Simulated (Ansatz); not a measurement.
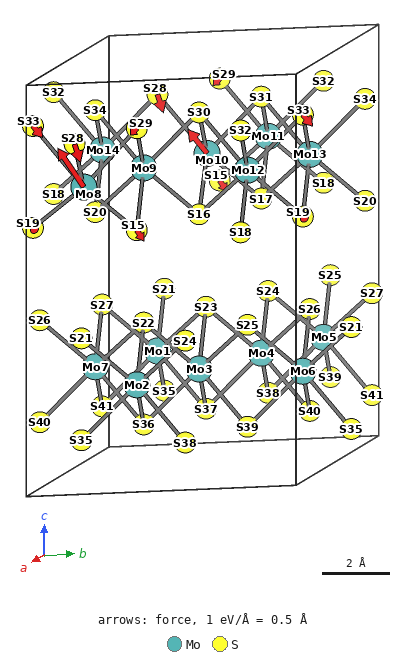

Starting geometry of a defect cell of composition Mo$_{14}$S$_{27}$ with the computed forces as red arrows. The picture is a ball-and-stick view of the cell of the calculation, seen slightly off an axis.

Case: S vacancy (site f), charge +0, atoms relaxed at the host's cell.

Method: Ansatz 0.2.0, DFT PBEsol, scalar-relativistic, plane waves, PAW. Set-up: plane-wave cutoff 420 eV; k-point mesh 2 × 2 × 2; occupations gaussian; smearing width 0.01 eV; no spin polarisation; atoms relaxed in a fixed cell; force threshold 0.025 eV/Å; at most 45 steps.

> Is this structure relaxed? If not, where do the atoms go?

It isn't relaxed: the largest force vector, on Mo8, is 2.87 eV/Å. The final displacements follow the starting forces only in part (cosine between the two patterns 0.75). Over 3 geometry steps the energy falls by 0.385 eV per cell of the calculation. The largest force component goes from 2.4 to 0.011 eV/Å. The atom that moves furthest is Mo8 (0.13 Å along [−1 −2 2]). Largest moves by element: Mo 0.13 Å, S 0.07 Å. The lattice vectors keep their values. Some distances before and after: Mo8–S33 2.521 → 2.374 Å, Mo10–Mo14 3.160 → 3.065 Å, Mo8–S15 2.300 → 2.387 Å, Mo8–Mo14 3.143 → 3.066 Å. Among the angles between lasting bonds that change: S28–Mo8–S33 78.9° → 83.0°, S19–Mo8–S33 78.5° → 81.7°, S16–Mo10–S17 83.6° → 80.4°.

Limits of the set-up: the periodic images lie only 8.3 Å apart, so the values are limited by the cell's size.
